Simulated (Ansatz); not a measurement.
CH4Ge

```xyz
6

C    -0.0677   -0.4146   -0.3943
Ge    0.8531    0.2429    1.2662
H    -1.1678   -0.4237   -0.2257
H     0.2628   -1.4247   -0.7033
H     0.1042    0.3018   -1.2280
H     0.0575    1.6543    1.2387
```

Computed with UKS PBE-D4/def2-SVP (Ansatz).

What will maps of the electron density and electron localisation function show?

C–Ge (2.01 Å): ρ at the midpoint is about 0.8 e/Å³; the ELF peaks at about 0.90 in the valence shell of C, 0.7 Å from its nucleus, and is about 0.70 at the midpoint.
C–H (1.11 Å): ρ is about 1.9 e/Å³ halfway; the ELF climbs to about 1 towards the hydrogen, as it does in any bond to H; an ordinary covalent bond to hydrogen.
Ge–H (1.62 Å): ρ is about 0.88 e/Å³ halfway; the ELF climbs to about 1 towards the hydrogen.

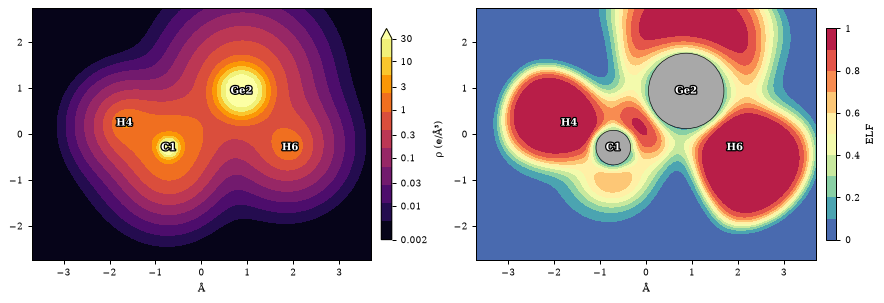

Computed electron density and electron localisation function on the plane of atoms Ge2, C1 and H4, in this order. Grey discs cover the atomic cores in the ELF map. 
